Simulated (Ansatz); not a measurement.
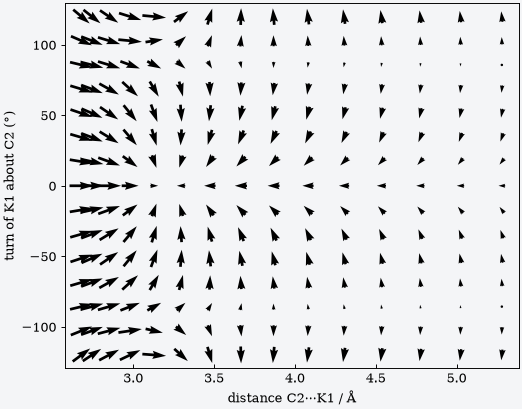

CKO, charge +1. 
- The turn is about an axis along (−0.28, 0.96, 0.00) in the frame of the relaxed pair, normal to the line between the partners.
- The first coordinate is: distance C2···K1; the second: turn of K1 about C2.
- The scan uses a 15 × 15 grid; 120 points were computed and 105 follow by symmetry.
- Points are written as (first, second).
- These are results of RHF/def2-TZVPD (Ansatz 0.2.0), not measurements.

In the figure: arrows along the force (downhill), their lengths compressed.

### The arrows alone are given. Where is the energy lowest?

The arrows converge at about (3.193 Å, 0°) (read from the interpolated surface).

The energy map of the same scan:

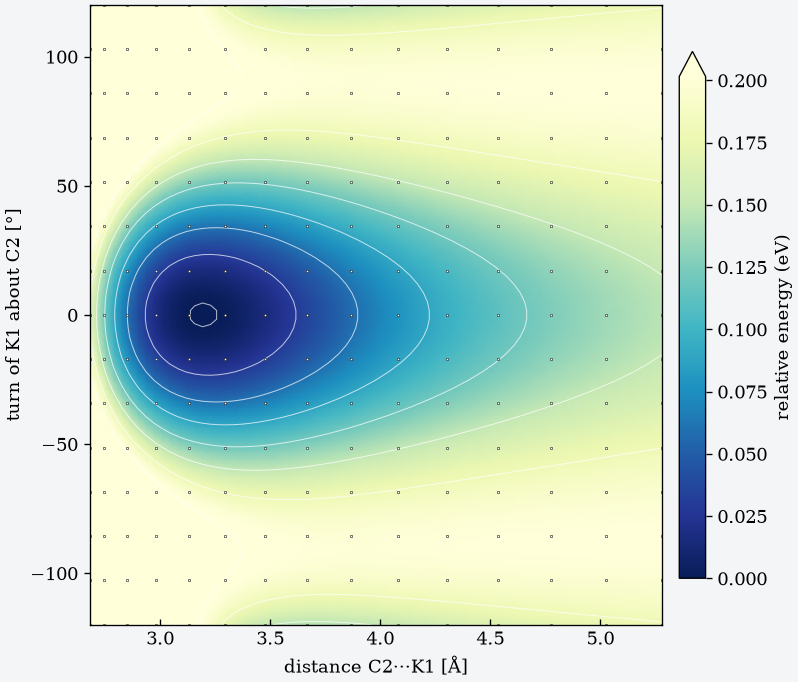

Energies are in eV, from the lowest grid point; between grid points the surface is interpolated.
